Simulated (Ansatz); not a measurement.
**Run report: HfNH₃OF₂, geometry relaxation (part 2 of 2)**

The same run, continued: HfNH₃OF₂; RKS PBE0-D4/def2-SVP (Ansatz 0.2.0). It belongs to a series of runs on one base structure; here: start relaxed.

Geometry of the input (Å):
```
Hf 0.0000  0.0000  0.0000
O  0.0000  0.0000  2.0700
H  -0.9095  -0.2814  2.4071
N  2.0840  0.0000  -0.7359
H  2.5823  -0.9180  -0.9166
H  2.5853  0.9180  -0.9082
F  -0.9326  1.6157  -0.6593
F  -0.9326  -1.6157  -0.6593
```

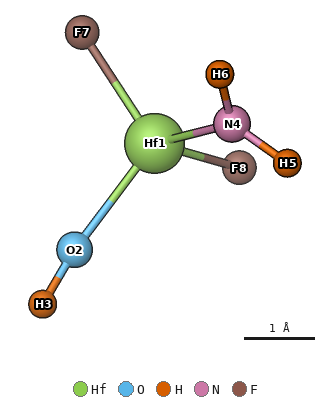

Fig. 1: The geometry at step 17 of the log (ball-and-stick view, seen at a tilt; atoms are numbered from 1 in the order of the input).

Trajectory as extended XYZ, continued:
```
8
Properties=species:S:1:pos:R:3:forces:R:3 step=6 energy=-10317.47893
Hf   -0.0423   -0.0210   -0.1056    0.3204  -0.0821   0.5250
O    -0.1742   -0.1090    1.8246   -0.0998  -0.0059  -0.4554
H    -0.5305   -0.1845    2.7055    0.0470  -0.0050   0.1184
N     1.9169   -0.0089   -0.6512   -0.0771  -0.0162  -0.0611
H     2.5471   -0.8076   -0.6961   -0.0405   0.0266   0.0323
H     2.4515    0.8251   -0.8852    0.0015   0.0022   0.0043
F    -0.8252    1.6013   -0.7376   -0.0882   0.2257  -0.1007
F    -0.8665   -1.5768   -0.8566   -0.0632  -0.1452  -0.0627
8
Properties=species:S:1:pos:R:3:forces:R:3 step=7 energy=-10317.50338
Hf   -0.0564    0.0146   -0.1168   -0.1062   0.1639   0.0222
O    -0.2573   -0.1455    1.7858   -0.0257   0.0240  -0.1006
H    -0.3831   -0.2345    2.7264    0.0466  -0.0101   0.0628
N     1.9008    0.0196   -0.6526    0.0524   0.0322   0.0363
H     2.4930   -0.7951   -0.5040    0.0767  -0.0053  -0.0273
H     2.4904    0.7794   -0.9899   -0.1071  -0.0621   0.0254
F    -0.8653    1.6347   -0.7640    0.0797  -0.0679   0.0268
F    -0.8450   -1.5545   -0.8872   -0.0163  -0.0746  -0.0457
8
Properties=species:S:1:pos:R:3:forces:R:3 step=8 energy=-10317.50827
Hf   -0.0728    0.0089   -0.1251    0.0159   0.1145  -0.0191
O    -0.2491   -0.1439    1.7760   -0.1128  -0.0065   0.1018
H    -0.3446   -0.2307    2.7216    0.0528   0.0007  -0.0181
N     1.8909    0.0155   -0.6234    0.0941  -0.0591  -0.0406
H     2.4969   -0.7946   -0.4972    0.0095   0.0601  -0.0108
H     2.4605    0.7844   -0.9709   -0.0568  -0.0224   0.0149
F    -0.8496    1.6397   -0.7795    0.0292  -0.0129   0.0092
F    -0.8552   -1.5607   -0.9037   -0.0319  -0.0745  -0.0373
8
Properties=species:S:1:pos:R:3:forces:R:3 step=9 energy=-10317.51557
Hf   -0.0853   -0.0075   -0.1280   -0.0480   0.0046  -0.0057
O    -0.3035   -0.1732    1.7714   -0.0019  -0.0097  -0.0326
H    -0.2644   -0.2188    2.7234    0.0027  -0.0157   0.0301
N     1.8822   -0.0060   -0.6104    0.0185   0.0494   0.0268
H     2.5465   -0.7438   -0.3898    0.0306  -0.0221  -0.0203
H     2.3928    0.7630   -1.0396   -0.0077  -0.0136  -0.0017
F    -0.8061    1.6519   -0.7680    0.0130  -0.0050  -0.0260
F    -0.8853   -1.5470   -0.9611   -0.0072   0.0122   0.0294
8
Properties=species:S:1:pos:R:3:forces:R:3 step=10 energy=-10317.51654
Hf   -0.0832   -0.0008   -0.1219   -0.0066  -0.0322  -0.0119
O    -0.3171   -0.1754    1.7753    0.0155   0.0090   0.1973
H    -0.2731   -0.2411    2.7301   -0.0075   0.0080  -0.2035
N     1.8890    0.0050   -0.5959    0.0310  -0.0637   0.0059
H     2.5555   -0.7439   -0.4139   -0.0392   0.0465  -0.0066
H     2.3892    0.7684   -1.0467   -0.0127   0.0023   0.0085
F    -0.7887    1.6521   -0.7959   -0.0043   0.0008   0.0063
F    -0.8946   -1.5457   -0.9334    0.0238   0.0293   0.0040
8
Properties=species:S:1:pos:R:3:forces:R:3 step=11 energy=-10317.51695
Hf   -0.0813   -0.0031   -0.1207    0.0095  -0.0161   0.0173
O    -0.3069   -0.1649    1.7788   -0.0193   0.0195  -0.1400
H    -0.2885   -0.2385    2.7279    0.0134  -0.0127   0.1221
N     1.8894    0.0000   -0.5989    0.0005  -0.0167  -0.0150
H     2.5567   -0.7514   -0.4380   -0.0100   0.0073   0.0071
H     2.3875    0.7769   -1.0283   -0.0021   0.0047   0.0033
F    -0.7890    1.6489   -0.7940   -0.0025   0.0055   0.0026
F    -0.8910   -1.5492   -0.9291    0.0105   0.0086   0.0026
8
Properties=species:S:1:pos:R:3:forces:R:3 step=12 energy=-10317.51740
Hf   -0.0838   -0.0019   -0.1226    0.0078   0.0021  -0.0407
O    -0.3163   -0.1568    1.7750   -0.0074  -0.0047   0.0364
H    -0.2728   -0.2447    2.7244    0.0037   0.0011   0.0009
N     1.8869   -0.0017   -0.6001   -0.0111   0.0003   0.0020
H     2.5525   -0.7525   -0.4312    0.0033   0.0012  -0.0032
H     2.3876    0.7765   -1.0239    0.0038  -0.0022   0.0044
F    -0.7905    1.6516   -0.7942   -0.0012  -0.0012  -0.0019
F    -0.8868   -1.5520   -0.9297    0.0010   0.0035   0.0021
8
Properties=species:S:1:pos:R:3:forces:R:3 step=13 energy=-10317.51748
Hf   -0.0850   -0.0023   -0.1239    0.0037  -0.0027  -0.0193
O    -0.3173   -0.1562    1.7747   -0.0054  -0.0033   0.0352
H    -0.2673   -0.2431    2.7242    0.0019   0.0031  -0.0203
N     1.8857   -0.0028   -0.6005   -0.0009   0.0062   0.0014
H     2.5514   -0.7541   -0.4340   -0.0014  -0.0024  -0.0033
H     2.3888    0.7789   -1.0154   -0.0003  -0.0024   0.0031
F    -0.7917    1.6508   -0.7968    0.0004  -0.0006   0.0006
F    -0.8878   -1.5526   -0.9305    0.0019   0.0021   0.0027
8
Properties=species:S:1:pos:R:3:forces:R:3 step=15 energy=-10317.51756 accepted=F
Hf   -0.0889   -0.0049   -0.1303   -0.0199  -0.0058   0.0642
O    -0.3304   -0.1356    1.7728    0.0071  -0.0080   0.0994
H    -0.2474   -0.2268    2.7223   -0.0063   0.0217  -0.1639
N     1.8808   -0.0051   -0.6063    0.1714   0.0860  -0.0434
H     2.5266   -0.7886   -0.5089   -0.0609   0.0866  -0.0236
H     2.4125    0.8084   -0.9242   -0.0970  -0.1702   0.0631
F    -0.8035    1.6433   -0.8082    0.0050  -0.0003   0.0092
F    -0.8728   -1.5721   -0.9194    0.0005  -0.0100  -0.0051
8
Properties=species:S:1:pos:R:3:forces:R:3 step=16 energy=-10317.51789
Hf   -0.0850   -0.0038   -0.1248   -0.0186  -0.0044   0.0260
O    -0.3304   -0.1466    1.7755    0.0105   0.0004   0.0209
H    -0.2618   -0.2338    2.7246    0.0008   0.0078  -0.0557
N     1.8849   -0.0034   -0.6037    0.0302   0.0195  -0.0032
H     2.5406   -0.7714   -0.4765   -0.0106   0.0056  -0.0061
H     2.4003    0.7931   -0.9748   -0.0169  -0.0236   0.0165
F    -0.7949    1.6476   -0.7992    0.0034  -0.0047   0.0031
F    -0.8769   -1.5631   -0.9233    0.0013  -0.0005  -0.0015
8
Properties=species:S:1:pos:R:3:forces:R:3 step=17 energy=-10317.51728 accepted=F
Hf   -0.0890   -0.0118   -0.1268   -0.0073  -0.0113   0.0479
O    -0.3542   -0.1292    1.7755    0.0321  -0.0018   0.0268
H    -0.2438   -0.2032    2.7228   -0.0067   0.0107  -0.0991
N     1.8810   -0.0059   -0.6059    0.2597   0.0474  -0.0443
H     2.5177   -0.8060   -0.5652   -0.1389   0.2159  -0.0235
H     2.4185    0.8209   -0.8842   -0.1307  -0.2603   0.0900
F    -0.7991    1.6404   -0.7992   -0.0035  -0.0035   0.0004
F    -0.8543   -1.5867   -0.9192   -0.0047   0.0030   0.0018
8
Properties=species:S:1:pos:R:3:forces:R:3 step=18 energy=-10317.51837
Hf   -0.0919   -0.0099   -0.1266    0.0787   0.0076  -0.0430
O    -0.3341   -0.1383    1.7728   -0.0269  -0.0116   0.0442
H    -0.2442   -0.2123    2.7203    0.0053   0.0014   0.0031
N     1.8806   -0.0030   -0.5962   -0.0365  -0.0151  -0.0052
H     2.5216   -0.7892   -0.5156    0.0046   0.0079  -0.0024
H     2.4056    0.8033   -0.9272    0.0152   0.0087   0.0087
F    -0.7983    1.6432   -0.7971   -0.0181   0.0239  -0.0093
F    -0.8624   -1.5752   -0.9326   -0.0224  -0.0228   0.0039
8
Properties=species:S:1:pos:R:3:forces:R:3 step=19 energy=-10317.51923
Hf   -0.0902   -0.0133   -0.1329   -0.0105  -0.0128  -0.0019
O    -0.3416   -0.1351    1.7671   -0.0041   0.0033   0.0176
H    -0.2347   -0.1995    2.7136    0.0042   0.0004   0.0010
N     1.8813   -0.0045   -0.6035    0.0573   0.0171  -0.0111
H     2.5164   -0.7992   -0.5466   -0.0208   0.0508  -0.0166
H     2.4195    0.8157   -0.8812   -0.0278  -0.0719   0.0255
F    -0.8062    1.6389   -0.7967   -0.0048   0.0169  -0.0095
F    -0.8676   -1.5844   -0.9218    0.0064  -0.0038  -0.0050
8
Properties=species:S:1:pos:R:3:forces:R:3 step=20 energy=-10317.51896 accepted=F
Hf   -0.0948   -0.0195   -0.1346    0.0250  -0.0279  -0.0205
O    -0.3507   -0.1246    1.7663   -0.0064   0.0032   0.0478
H    -0.2212   -0.1742    2.7115    0.0006   0.0005  -0.0245
N     1.8779   -0.0059   -0.6023    0.2113   0.0269  -0.0412
H     2.4989   -0.8185   -0.6112   -0.1112   0.2065  -0.0120
H     2.4319    0.8291   -0.8109   -0.1104  -0.2365   0.0559
F    -0.8116    1.6326   -0.7984   -0.0130   0.0212  -0.0082
F    -0.8534   -1.6004   -0.9225    0.0041   0.0060   0.0027
8
Properties=species:S:1:pos:R:3:forces:R:3 step=21 energy=-10317.51939
Hf   -0.0980   -0.0148   -0.1299    0.0478   0.0067  -0.0257
O    -0.3461   -0.1252    1.7741   -0.0165  -0.0025  -0.0391
H    -0.2226   -0.1905    2.7187    0.0035   0.0023  -0.0049
N     1.8738   -0.0071   -0.6009   -0.0275  -0.0181   0.0167
H     2.5026   -0.8075   -0.5792   -0.0155   0.0166  -0.0066
H     2.4171    0.8172   -0.8470    0.0142   0.0107   0.0033
F    -0.8032    1.6404   -0.8054    0.0032  -0.0397   0.0241
F    -0.8467   -1.5939   -0.9325   -0.0092   0.0241   0.0321
8
Properties=species:S:1:pos:R:3:forces:R:3 step=22 energy=-10317.52043
Hf   -0.0958   -0.0176   -0.1333    0.0103   0.0014  -0.0079
O    -0.3510   -0.1205    1.7693   -0.0080  -0.0002  -0.0111
H    -0.2194   -0.1794    2.7133    0.0031   0.0020  -0.0043
N     1.8759   -0.0064   -0.6017    0.0048  -0.0041   0.0027
H     2.4963   -0.8136   -0.6107   -0.0090   0.0142  -0.0061
H     2.4296    0.8215   -0.8119    0.0011  -0.0077   0.0071
F    -0.8114    1.6347   -0.8024    0.0002  -0.0143   0.0082
F    -0.8473   -1.6000   -0.9248   -0.0026   0.0086   0.0112
8
Properties=species:S:1:pos:R:3:forces:R:3 step=23 energy=-10317.52092
Hf   -0.0958   -0.0218   -0.1369   -0.0076  -0.0032   0.0029
O    -0.3569   -0.1125    1.7652    0.0009   0.0007   0.0151
H    -0.2112   -0.1631    2.7079   -0.0001   0.0024  -0.0123
N     1.8764   -0.0066   -0.6023    0.0846   0.0212  -0.0128
H     2.4856   -0.8221   -0.6562   -0.0329   0.0663  -0.0040
H     2.4436    0.8265   -0.7591   -0.0438  -0.0897   0.0163
F    -0.8209    1.6276   -0.8015   -0.0028   0.0031  -0.0022
F    -0.8439   -1.6095   -0.9193    0.0016  -0.0009  -0.0030
8
Properties=species:S:1:pos:R:3:forces:R:3 step=24 energy=-10317.52117
Hf   -0.0960   -0.0236   -0.1363   -0.0054  -0.0066   0.0024
O    -0.3582   -0.1095    1.7663   -0.0011   0.0019   0.0063
H    -0.2114   -0.1562    2.7090    0.0009   0.0020  -0.0113
N     1.8766   -0.0072   -0.6002    0.0704   0.0104  -0.0178
H     2.4825   -0.8230   -0.6780   -0.0333   0.0516   0.0031
H     2.4470    0.8260   -0.7407   -0.0354  -0.0635   0.0135
F    -0.8225    1.6247   -0.8029   -0.0010  -0.0017   0.0025
F    -0.8410   -1.6125   -0.9194    0.0049   0.0059   0.0014
8
Properties=species:S:1:pos:R:3:forces:R:3 step=25 energy=-10317.52135
Hf   -0.0981   -0.0270   -0.1384    0.0029  -0.0037  -0.0039
O    -0.3561   -0.1041    1.7653   -0.0041  -0.0001  -0.0013
H    -0.2050   -0.1437    2.7075    0.0005   0.0008  -0.0062
N     1.8742   -0.0089   -0.6045    0.0504   0.0173   0.0048
H     2.4765   -0.8244   -0.7028   -0.0248   0.0235  -0.0029
H     2.4528    0.8241   -0.7034   -0.0280  -0.0390   0.0005
F    -0.8294    1.6201   -0.8035    0.0005  -0.0019   0.0037
F    -0.8381   -1.6174   -0.9224    0.0025   0.0031   0.0051
8
Properties=species:S:1:pos:R:3:forces:R:3 step=26 energy=-10317.52148
Hf   -0.0964   -0.0287   -0.1367    0.0016  -0.0011  -0.0024
O    -0.3594   -0.1012    1.7663   -0.0027  -0.0010   0.0004
H    -0.2103   -0.1364    2.7090    0.0023  -0.0001  -0.0013
N     1.8762   -0.0093   -0.6012    0.0255   0.0114  -0.0054
H     2.4723   -0.8251   -0.7267   -0.0140   0.0108   0.0031
H     2.4570    0.8225   -0.6909   -0.0127  -0.0193   0.0036
F    -0.8305    1.6175   -0.8008    0.0003  -0.0015  -0.0001
F    -0.8320   -1.6206   -0.9213   -0.0003   0.0008   0.0022
8
Properties=species:S:1:pos:R:3:forces:R:3 step=27 energy=-10317.52151
Hf   -0.0964   -0.0290   -0.1372   -0.0005  -0.0032   0.0006
O    -0.3593   -0.1004    1.7658   -0.0024   0.0010   0.0001
H    -0.2095   -0.1343    2.7084    0.0023  -0.0002   0.0001
N     1.8763   -0.0087   -0.6014    0.0123   0.0047  -0.0027
H     2.4696   -0.8253   -0.7337   -0.0067   0.0054   0.0019
H     2.4595    0.8218   -0.6825   -0.0050  -0.0092   0.0011
F    -0.8321    1.6164   -0.8016   -0.0009   0.0011  -0.0004
F    -0.8313   -1.6219   -0.9201    0.0009   0.0004  -0.0006
```

Results in brief:

| quantity | value |
| --- | --- |
| outcome | converged |
| total energy | −10317.5216 eV |
| mean-field energy | −10317.4137 eV |
| largest force (length of the vector) at the end | 0.013 eV/Å |
| wall time | 86 s (CPU time 2.8 min) |
| peak memory | 0.22 GiB |
